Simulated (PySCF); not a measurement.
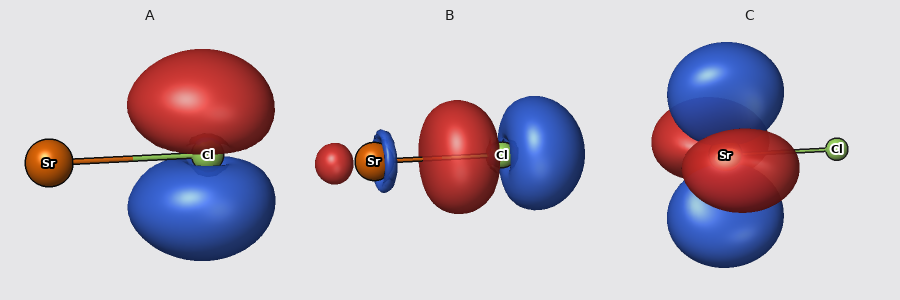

Figure. SrCl (charge +1). Three frontier orbitals, each drawn at the value that holds 80 % of its norm (blue and red are the two phases), in no order; of a degenerate pair one member is drawn.

Core potentials replace the inner electrons of Sr.

These are results of PySCF, PBE0/def2-SVP, non-relativistic Hamiltonian with scalar-relativistic core potentials where named, at a bond length of 2.504 Å, not measurements.

Label each orbital by symmetry, say whether it is occupied, and order them by energy.

Answer. Orbital B: σ, occupied, −12.94 eV; mainly on Cl (85 %).
Orbital A: π, occupied, −12.41 eV; mainly on Cl (90 %).
Orbital C: δ, empty, −5.54 eV; almost wholly on Sr.
